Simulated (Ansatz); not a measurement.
# wB97X/def2-SVP run of B2NH2OF (SMILES OB1NB1F)

Aim: the vertical ionisation energy of B2NH2OF at wB97X/def2-SVP, from 2 runs. 

The calculation is run with Ansatz 0.2.0.

127 further runs of the same task are left out: 127 set aside as unsound or not needed.

## (1) Starting point

B2NH2OF: 7 atoms, total charge 0, spin state singlet. SMILES: `OB1NB1F`. Geometry: relaxed at PBE0-D4/def2-TZVP. This is one conformer, not always the lowest.

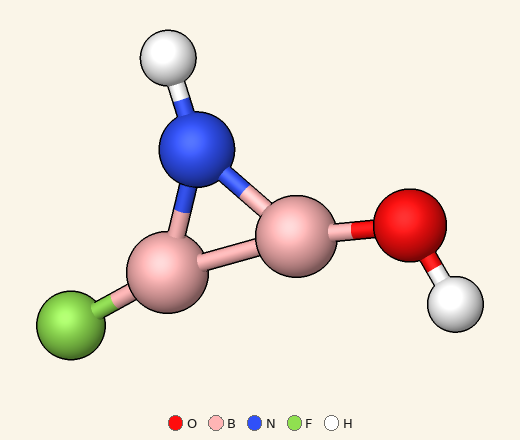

The structure, seen from a chosen angle (oxygen red, boron pink, nitrogen blue, fluorine green, hydrogen white).

## (2) The energy at wB97X/def2-SVP

File in.yaml:

```yaml
basis:
  gaussian:
    orbitals: def2-SVP
crystal:
  periodic: [false, false, false]
  atoms:
    - {symbol: O, position_ang: [-1.276700, 0.176400, 1.308100]}
    - {symbol: B, position_ang: [-0.379000, 0.150200, 0.304200]}
    - {symbol: "N", position_ang: [0.632200, -0.768200, -0.094800]}
    - {symbol: B, position_ang: [0.587000, 0.339700, -0.954100]}
    - {symbol: F, position_ang: [1.250000, 0.724100, -2.025300]}
    - {symbol: H, position_ang: [-1.829400, 0.960200, 1.293400]}
    - {symbol: H, position_ang: [1.077200, -1.650400, 0.122900]}
output: {orbitals: {seedname: orbitals}}
hamiltonian:
  xc: {name: wB97X}
accuracy: high
```

Run with:

```console
$ ansatz run in.yaml --threads 1 --pin off --max-ram 3480MiB --events-out events.jsonl --progress --plain --runs-dir runs
```

The program printed:

```text
Warning: RAYON_NUM_THREADS=1 ignored (pool sized by the plan → 1); use --threads N
Functional definition: wB97X
  name "wB97X"
  parameter omega = 0.3/bohr
  parameter cx = 0.157706
  parameter cx1 = 0.726479
  parameter cx2 = 1.04760
  parameter cx3 = -5.70635
  parameter cx4 = 13.2794
  parameter css1 = -4.33879
  parameter css2 = 18.2308
  parameter css3 = -31.7430
  parameter css4 = 17.2901
  parameter cos1 = 2.37031
  parameter cos2 = -11.3995
  parameter cos3 = 6.58405
  parameter cos4 = -3.78132
  exchange = spin_sum(e_x_unif_sr(omega)*poly(b97_u_x, 1 - cx, cx1, cx2, cx3, cx4)) + cx*exact_x_sr(omega)
      + exact_x_lr(omega)
  correlation = spin_sum(e_c_pw_same_spin*poly(b97_u_same, 1, css1, css2, css3, css4))
      + integral(e_c_pw_opposite_spin*poly(b97_u_opposite, 1, cos1, cos2, cos3, cos4))
1780 factors; integrals over basis functions are off by at most 3.2e-9 eV
318 factors; integrals over basis functions are off by at most 2.1e-9 eV
mean field evaluation 1: about -7628.6544 eV, gradient 5.5e1 eV
mean field evaluation 2: about -7629.6256 eV, gradient 5.3e1 eV
mean field evaluation 4: about -7634.3452 eV, gradient 1.4e0 eV
mean field evaluation 8: about -7634.4790 eV, gradient 1.0e-1 eV
mean field evaluation 16: about -7634.4790 eV, gradient 6.7e-5 eV
mean field -7634.47902084 eV, -280.5619291802 hartree, gradient 4.9e-8 eV, S^2 0.000000; 0 other end points of the search recorded, 0 dependent functions left out
reference -7634.47901811 eV, -280.5619290799 hartree; 18, 18 occupied and 62, 62 virtual orbitals, 1780 factors
Total energy: -7634.47901811 eV, -280.5619290799 hartree
```

Run time: 18 s. Hardware: 1 thread of Arm Neoverse V2, shared host; peak memory 0.4 GiB.

## (3) The doublet cation, same level

Edit in.yaml of step 2 so:

```diff
@@ -1,4 +1 @@
-basis:
-  gaussian:
-    orbitals: def2-SVP
 crystal:
@@ -13,3 +10,9 @@
     - {symbol: H, position_ang: [1.077200, -1.650400, 0.122900]}
-output: {orbitals: {seedname: orbitals}}
+basis:
+  gaussian:
+    orbitals: def2-SVP
+total_charge: 1
+magnetization:
+  spin_polarized: true
+  initial_magnetization: 1
 hamiltonian:
@@ -17 +20,2 @@
 accuracy: high
+output: {orbitals: {seedname: orbitals}}
```

Run with:

```console
$ ansatz run in.yaml --threads 1 --pin off --max-ram 3480MiB --events-out events.jsonl --progress --plain --runs-dir runs
```

The program printed, cut to the lines that bear on the results:

```text
Warning: RAYON_NUM_THREADS=1 ignored (pool sized by the plan → 1); use --threads N
[... 2 set-up lines as earlier in the session ...]
[...]
      + exact_x_lr(omega)
[...]
      + integral(e_c_pw_opposite_spin*poly(b97_u_opposite, 1, cos1, cos2, cos3, cos4))
1778 factors; integrals over basis functions are off by at most 3.4e-9 eV
318 factors; integrals over basis functions are off by at most 2.1e-9 eV
[...]
mean field -7624.67776450 eV, -280.2017396533 hartree, gradient 5.1e-8 eV, S^2 0.753545; 0 other end points of the search recorded, 0 dependent functions left out
reference -7624.67776188 eV, -280.2017395570 hartree; 18, 17 occupied and 62, 63 virtual orbitals, 1778 factors
Total energy: -7624.67776188 eV, -280.2017395570 hartree
```

It took 43 s on 1 thread of Arm Neoverse V2, shared host; peak memory 0.67 GiB.

## (4) What came out

At wB97X/def2-SVP:

| quantity | value |
| --- | --- |
| singlet B2NH2OF: total energy | -280.56193 Eh |
| singlet B2NH2OF: HOMO energy | -9.55 eV |
| singlet B2NH2OF: LUMO energy | 2.89 eV |
| singlet B2NH2OF: HOMO–LUMO gap | 12.43 eV |
| doublet cation: total energy | -280.20174 Eh |
| doublet cation: HOMO energy (highest over α and β) | -18.48 eV |
| doublet cation: LUMO energy (lowest over α and β) | -9.99 eV |
| doublet cation: ⟨S²⟩ | 0.754 |
| vertical ionisation energy (to the doublet cation) | 9.801 eV |

Removing an electron at fixed nuclei costs 9.80 eV (946 kJ/mol). −ε(HOMO) before ionisation, 9.55 eV, is 0.26 eV below this ionisation energy.
